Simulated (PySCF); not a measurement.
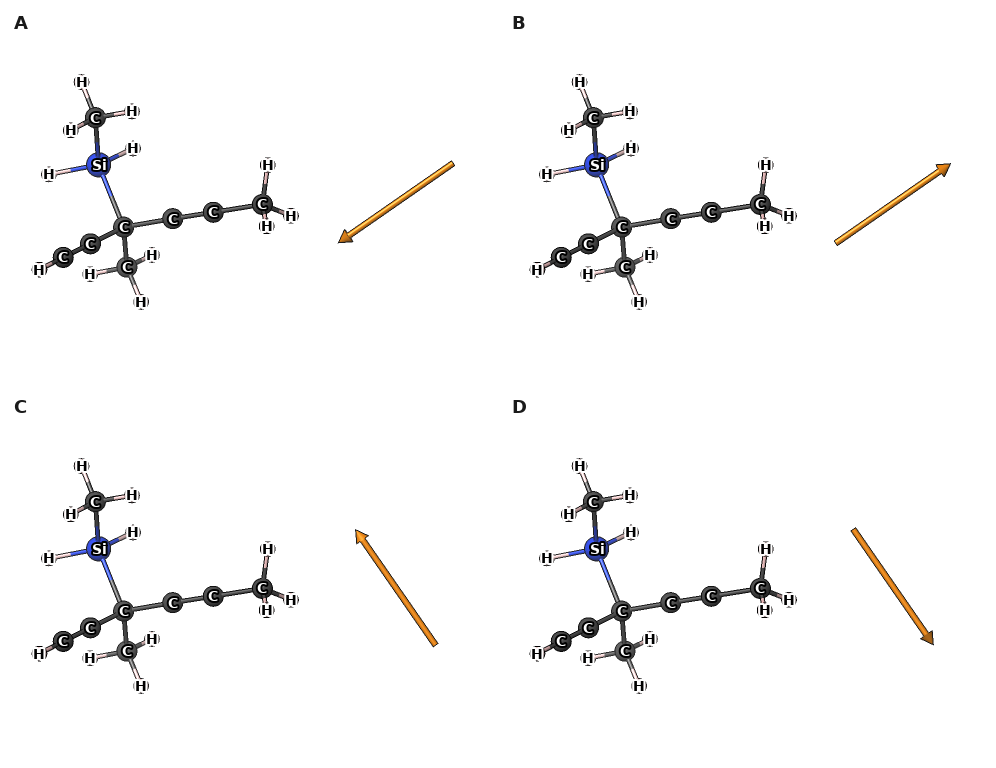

The same molecule four times, each with an arrow. The geometry was computed by an optimisation with GFN2-xTB. No frequency run is at hand to confirm it as a minimum. Method: PBE0/pcSseg-1, gas phase (PySCF 2.14.0).

Which arrow points along the dipole moment, from the negative to the positive end?

B. The dipole moment is 0.92 D.

The geometry is semi-empirical. Around Si such bond lengths and angles can be off by a tenth of an ångström or more and by several degrees, and values that hang on the shape move with them.
